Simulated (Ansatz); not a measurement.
**C₂H₉InSi: one molecule under many settings**

How do the results and run time of C₂H₉InSi respond when the settings are drawn wide?

The runs use Ansatz 0.2.0, Gaussian basis; the settings change from run to run.

### Step 1. The molecule

An earlier PBE0-D4 in a triple-zeta def2 set relaxation fixed the geometry. In takes a core potential in def2 sets; no spin-orbit term is included.

SMILES `[SiH3]C[CH2][InH2]`, 13 atoms, charge 0, spin multiplicity 1.

Atoms are counted from 1 here; the program's logs count them from 0.

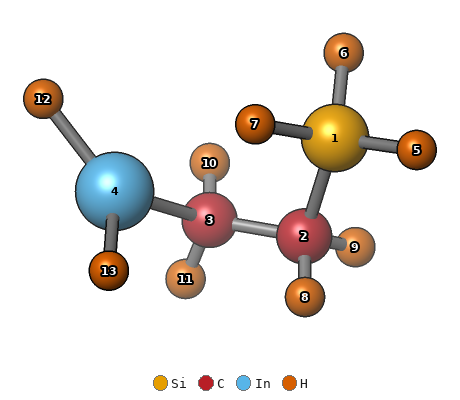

The geometry (silicon amber, carbon red, indium blue, hydrogen orange); atoms are numbered from 1 in the order of the file.

### Step 2. BHLYP/def2-TZVP

This run has D3(BJ) dispersion, the search for lower states set to full.

Contents of in.yaml:

```yaml
crystal:
  periodic: [false, false, false]
  atoms:
    - {symbol: Si, position_ang: [-1.186275, 0.678644, 0.903927]}
    - {symbol: C, position_ang: [-0.685323, -0.986044, 0.221369]}
    - {symbol: C, position_ang: [0.828901, -0.977820, -0.015539]}
    - {symbol: In, position_ang: [1.374935, 0.732216, -1.261238]}
    - {symbol: H, position_ang: [-2.647555, 0.948794, 0.945837]}
    - {symbol: H, position_ang: [-0.596851, 0.931193, 2.244996]}
    - {symbol: H, position_ang: [-0.564784, 1.699070, -0.024092]}
    - {symbol: H, position_ang: [-1.225294, -1.134358, -0.720715]}
    - {symbol: H, position_ang: [-1.004828, -1.793961, 0.891166]}
    - {symbol: H, position_ang: [1.371628, -0.916256, 0.931054]}
    - {symbol: H, position_ang: [1.156254, -1.897392, -0.509997]}
    - {symbol: H, position_ang: [2.634370, 1.833080, -0.831417]}
    - {symbol: H, position_ang: [0.544812, 0.882814, -2.775350]}
basis:
  gaussian: {orbitals: def2-TZVP}
hamiltonian: {xc: {name: BHLYP}, dispersion: d3bj}
scf: {lower_state_search: full}
```

On the command line:

```bash
$ ansatz run in.yaml --threads 4 --pin off --events-out ev --progress --plain --max-ram 10444MiB
```

What it wrote:

```text
Functional definition: BHLYP
  name "BHLYP"
  cite "Becke, J. Chem. Phys. 98, 1372 (1993) doi:10.1063/1.464304"
  cite "Becke, Phys. Rev. A 38, 3098 (1988) doi:10.1103/PhysRevA.38.3098"
  cite "Lee, Yang & Parr, Phys. Rev. B 37, 785 (1988) doi:10.1103/PhysRevB.37.785"
  parameter a = 0.5
  exchange = (1 - a)*b88_x + a*exact_x
  correlation = lyp_c
1641 factors; their error is unknown
mean field evaluation 1: about -15261.8200 eV, gradient 5.3e1 eV
mean field evaluation 2: about -15259.4497 eV, gradient 5.9e1 eV
mean field evaluation 4: about -15268.4758 eV, gradient 1.7e0 eV
mean field evaluation 8: about -15268.4819 eV, gradient 2.2e-2 eV
mean field evaluation 16: about -15268.6428 eV, gradient 1.0e-4 eV
mean field -15268.64282877 eV, -561.1122744996 hartree, gradient 1.6e-5 eV, S^2 0.000000; 0 other end points of the search recorded, 0 dependent functions left out
reference -15268.64306006 eV, -561.1122829993 hartree; 28, 28 occupied and 175, 175 virtual orbitals, 1641 factors
Total energy: -15269.11516103 eV, -561.1296323898 hartree
```

Wall time 2.9 s (4 threads of Arm Neoverse V1, shared host); peak memory 0.42 GiB.

### Step 3. CCSD/def2-TZVP

Options: coordinates scaled by 1.25, a point charge of 0.50 e beside it.

Contents of in.yaml:

```yaml
crystal:
  periodic: [false, false, false]
  atoms:
    - {symbol: Si, position_ang: [-1.482844, 0.848305, 1.129909]}
    - {symbol: C, position_ang: [-0.856654, -1.232555, 0.276711]}
    - {symbol: C, position_ang: [1.036127, -1.222275, -0.019424]}
    - {symbol: In, position_ang: [1.718668, 0.915271, -1.576547]}
    - {symbol: H, position_ang: [-3.309443, 1.185992, 1.182297]}
    - {symbol: H, position_ang: [-0.746064, 1.163991, 2.806245]}
    - {symbol: H, position_ang: [-0.705980, 2.123837, -0.030114]}
    - {symbol: H, position_ang: [-1.531618, -1.417948, -0.900894]}
    - {symbol: H, position_ang: [-1.256035, -2.242451, 1.113957]}
    - {symbol: H, position_ang: [1.714535, -1.145320, 1.163818]}
    - {symbol: H, position_ang: [1.445317, -2.371741, -0.637497]}
    - {symbol: H, position_ang: [3.292962, 2.291350, -1.039272]}
    - {symbol: H, position_ang: [0.681015, 1.103517, -3.469188]}
basis:
  gaussian: {orbitals: def2-TZVP, point_charges: [{charge: 0.50, position_ang: [7.658, 0.876, -0.161]}]}
hamiltonian: {xc: {name: HF}}
correlation: {method: ccsd}
```

The command is unchanged.

What it wrote, shortened:

```text
Functional definition: HF
  name "HF"
  cite "Fock, Z. Phys. 61, 126 (1930) doi:10.1007/BF01340294"
  parent pbe
[...]
1578 factors; integrals over basis functions are off by at most 1.2e-3 eV
[...]
mean field -15202.99971317 eV, -558.6999344957 hartree, gradient 3.3e-6 eV, S^2 0.000000; 0 other end points of the search recorded, 0 dependent functions left out; unrestricted orbitals would lower it
11 core orbitals not correlated: weight in the atoms' cores, before any rotation towards them, 1.000 or more for the frozen orbitals, at most 0.000 for the correlated occupied ones
reference -15202.99971317 eV, -558.6999344957 hartree; 17, 17 occupied and 175, 175 virtual orbitals, 1578 factors
second order -21.18041341 eV of doubles, -0.00000000 eV of singles
cycle   1  -21.74149154 eV  change   -5.6e-1 eV  update   1.6e-1
[...]
cycle  10  -22.96191262 eV  change    3.3e-5 eV  update   3.0e-5
Total energy: -15225.96162579 eV, -559.5437692204 hartree
```

It took 35 s on 4 threads of Arm Neoverse V1, shared host; peak memory 3 GiB.

T1 0.020.

### Step 4. wPBEh/def2-mTZVP

Options: unrestricted orbitals.

Contents of in.yaml:

```yaml
crystal:
  periodic: [false, false, false]
  atoms:
    - {symbol: Si, position_ang: [-1.186275, 0.678644, 0.903927]}
    - {symbol: C, position_ang: [-0.685323, -0.986044, 0.221369]}
    - {symbol: C, position_ang: [0.828901, -0.977820, -0.015539]}
    - {symbol: In, position_ang: [1.374935, 0.732216, -1.261238]}
    - {symbol: H, position_ang: [-2.647555, 0.948794, 0.945837]}
    - {symbol: H, position_ang: [-0.596851, 0.931193, 2.244996]}
    - {symbol: H, position_ang: [-0.564784, 1.699070, -0.024092]}
    - {symbol: H, position_ang: [-1.225294, -1.134358, -0.720715]}
    - {symbol: H, position_ang: [-1.004828, -1.793961, 0.891166]}
    - {symbol: H, position_ang: [1.371628, -0.916256, 0.931054]}
    - {symbol: H, position_ang: [1.156254, -1.897392, -0.509997]}
    - {symbol: H, position_ang: [2.634370, 1.833080, -0.831417]}
    - {symbol: H, position_ang: [0.544812, 0.882814, -2.775350]}
basis:
  gaussian: {orbitals: def2-mTZVP}
magnetization: {spin_polarized: true, initial_magnetization: 0}
hamiltonian: {xc: {name: wPBEh}}
output: {forces: true}
```

Launched as before.

What it wrote, shortened:

```text
Functional definition: wPBEh
  name "wPBEh"
  cite "Heyd, Scuseria & Ernzerhof, J. Chem. Phys. 118, 8207 (2003) doi:10.1063/1.1564060"
  cite "Krukau, Vydrov, Izmaylov & Scuseria, J. Chem. Phys. 125, 224106 (2006) doi:10.1063/1.2404663"
  cite "Heyd & Scuseria, J. Chem. Phys. 120, 7274 (2004) doi:10.1063/1.1668634"
  cite "Ernzerhof & Perdew, J. Chem. Phys. 109, 3313 (1998) doi:10.1063/1.476928"
  cite "Perdew, Burke & Ernzerhof, Phys. Rev. Lett. 77, 3865 (1996) doi:10.1103/PhysRevLett.77.3865"
  parent pbe
[...]
1298 factors; integrals over basis functions are off by at most 9.7e-4 eV
155 factors; integrals over basis functions are off by at most 4.5e-7 eV
[...]
mean field -15266.12250720 eV, -561.0196543900 hartree, gradient 7.3e-5 eV, S^2 0.000000; 0 other end points of the search recorded, 0 dependent functions left out
[...]
Atom 3 at     1.374935     0.732216    -1.261238 Å, force     0.021892    -0.003592    -0.031584 eV/Å
Atom 4 at    -2.647555     0.948794     0.945837 Å, force    -0.024812     0.011281     0.007129 eV/Å
Atom 5 at    -0.596851     0.931193     2.244996 Å, force    -0.000816     0.012773     0.024165 eV/Å
Atom 6 at    -0.564784     1.699070    -0.024092 Å, force     0.009254     0.017249    -0.008856 eV/Å
Atom 7 at    -1.225294    -1.134358    -0.720715 Å, force     0.024943    -0.042832     0.005761 eV/Å
Atom 8 at    -1.004828    -1.793961     0.891166 Å, force     0.019306    -0.018149    -0.021180 eV/Å
Atom 9 at     1.371628    -0.916256     0.931054 Å, force    -0.013043    -0.036751     0.001723 eV/Å
Atom 10 at     1.156254    -1.897392    -0.509997 Å, force    -0.008038    -0.016116     0.029398 eV/Å
Atom 11 at     2.634370     1.833080    -0.831417 Å, force     0.077865     0.075893     0.020284 eV/Å
Atom 12 at     0.544812     0.882814    -2.775350 Å, force    -0.041169     0.022278    -0.095217 eV/Å
Dipole moment:    -0.124757    -0.265711     0.154032 e Å
```

It took 4 s on 4 threads of Arm Neoverse V1, shared host; peak memory 0.45 GiB.

Largest force 0.141 eV/Å, dipole 1.59 D, ⟨S²⟩ 0.000.

### Step 5. BLYP/def2-SVPD

Options: charge +1, multiplicity 2, D3(BJ) with three-body dispersion.

Changes to in.yaml since step 4:

```diff
@@ -17,5 +17,5 @@
 basis:
-  gaussian: {orbitals: def2-mTZVP}
-magnetization: {spin_polarized: true, initial_magnetization: 0}
-hamiltonian: {xc: {name: wPBEh}}
-output: {forces: true}
+  gaussian: {orbitals: def2-SVPD}
+total_charge: 1
+magnetization: {spin_polarized: true, initial_magnetization: 1}
+hamiltonian: {xc: {name: BLYP}, dispersion: d3bjatm}
```

Launched as before.

What it wrote:

```text
Functional definition: BLYP
  name "BLYP"
  cite "Becke, Phys. Rev. A 38, 3098 (1988) doi:10.1103/PhysRevA.38.3098"
  cite "Lee, Yang & Parr, Phys. Rev. B 37, 785 (1988) doi:10.1103/PhysRevB.37.785"
  parameter beta = 0.0042
  parameter a = 0.04918
  parameter b = 0.132
  parameter c = 0.2533
  parameter d = 0.349
  exchange = b88_x(beta = beta)
  correlation = lyp_c(a = a, b = b, c = c, d = d)
1495 factors; their error is unknown
mean field evaluation 1: about -15229.9059 eV, gradient 6.6e1 eV
mean field evaluation 2: about -14984.3988 eV, gradient 1.6e2 eV
mean field evaluation 4: about -15249.0880 eV, gradient 2.5e1 eV
mean field evaluation 8: about -15255.1525 eV, gradient 2.4e0 eV
mean field evaluation 16: about -15255.1847 eV, gradient 9.9e-3 eV
mean field evaluation 32: about -15250.8622 eV, gradient 1.4e1 eV
mean field -15255.18466560 eV, -560.6176961253 hartree, gradient 3.8e-5 eV, S^2 0.752803; 6 other end points of the search recorded, 0 dependent functions left out
reference -15255.18510973 eV, -560.6177124466 hartree; 28, 27 occupied and 140, 141 virtual orbitals, 1495 factors
Total energy: -15255.85649561 eV, -560.6423854228 hartree
```

Run time: 8.5 s. Hardware: 4 threads of Arm Neoverse V1, shared host; peak memory 0.36 GiB.

⟨S²⟩ 0.753.

### Step 6. wB97X/STO-3G

Set apart from the defaults: charge +1, multiplicity 2, high accuracy.

Changes to in.yaml since step 5:

```diff
@@ -17,5 +17,7 @@
 basis:
-  gaussian: {orbitals: def2-SVPD}
+  gaussian: {orbitals: STO-3G}
 total_charge: 1
 magnetization: {spin_polarized: true, initial_magnetization: 1}
-hamiltonian: {xc: {name: BLYP}, dispersion: d3bjatm}
+hamiltonian: {xc: {name: wB97X}}
+accuracy: high
+output: {forces: true}
```

Launched as before.

What it wrote, shortened:

```text
Functional definition: wB97X
  name "wB97X"
  cite "Chai & Head-Gordon, J. Chem. Phys. 128, 084106 (2008) doi:10.1063/1.2834918"
  cite "Becke, J. Chem. Phys. 107, 8554 (1997) doi:10.1063/1.475007"
[...]
  # The coefficients of nought are those of the uniform gas.
[...]
      + exact_x_lr(omega)
[...]
      + integral(e_c_pw_opposite_spin*poly(b97_u_opposite, 1, cos1, cos2, cos3, cos4))
1152 factors; integrals over basis functions are off by at most 6.6e-9 eV
300 factors; integrals over basis functions are off by at most 1.6e-9 eV
[...]
mean field -164671.25657080 eV, -6051.5570607902 hartree, gradient 2.9e-8 eV, S^2 0.756189; 2 other end points of the search recorded, 0 dependent functions left out
[...]
reference -164671.25656827 eV, -6051.5570606973 hartree; 42, 41 occupied and 13, 14 virtual orbitals, 1152 factors
Total energy: -164671.25656827 eV, -6051.5570606973 hartree
[...]
Atom 3 at     1.374935     0.732216    -1.261238 Å, force     0.173533     2.133129    -1.352417 eV/Å
Atom 4 at    -2.647555     0.948794     0.945837 Å, force     1.113998    -0.366548    -0.246404 eV/Å
Atom 5 at    -0.596851     0.931193     2.244996 Å, force    -0.295810    -0.316425    -1.101077 eV/Å
Atom 6 at    -0.564784     1.699070    -0.024092 Å, force     0.083011    -0.902119     0.246808 eV/Å
Atom 7 at    -1.225294    -1.134358    -0.720715 Å, force     0.077626    -0.310890    -0.163996 eV/Å
Atom 8 at    -1.004828    -1.793961     0.891166 Å, force     0.398999    -0.230395     0.343619 eV/Å
Atom 9 at     1.371628    -0.916256     0.931054 Å, force     0.497109     0.607036     0.322643 eV/Å
Atom 10 at     1.156254    -1.897392    -0.509997 Å, force     0.421013    -0.041081    -0.927037 eV/Å
Atom 11 at     2.634370     1.833080    -0.831417 Å, force    -1.214483    -1.633893     0.228950 eV/Å
Atom 12 at     0.544812     0.882814    -2.775350 Å, force     0.512165    -0.893817     1.790602 eV/Å
Dipole moment:     0.004788    -0.398518     0.163395 e Å
```

Wall time 20 s (4 threads of Arm Neoverse V1, shared host); peak memory 0.95 GiB.

Largest force 2.532 eV/Å, ⟨S²⟩ 0.756.

(Part 1 of 2 ends here.)
